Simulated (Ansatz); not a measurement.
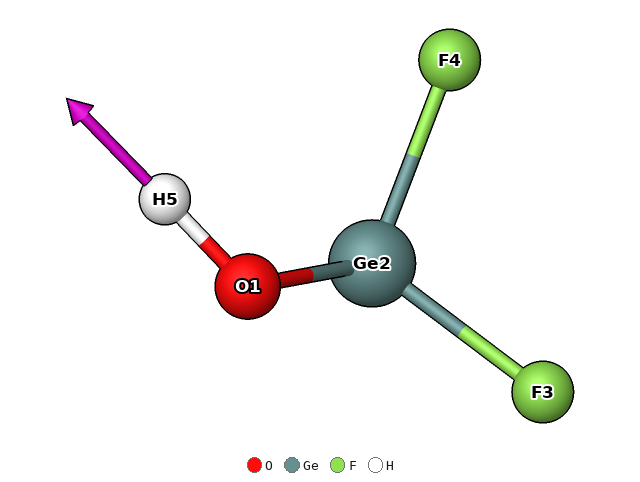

The arrows show one normal mode. State: neutral, doublet. Harmonic vibrations computed with UKS PBE0-D4/def2-TZVP (Ansatz 0.2.0) at a stationary point of the same level.

What kind of motion is it?

Mostly O–H stretching.

Estimate its harmonic wavenumber.

3863 cm⁻¹; it is mode 9 of 9 counted from the lowest.
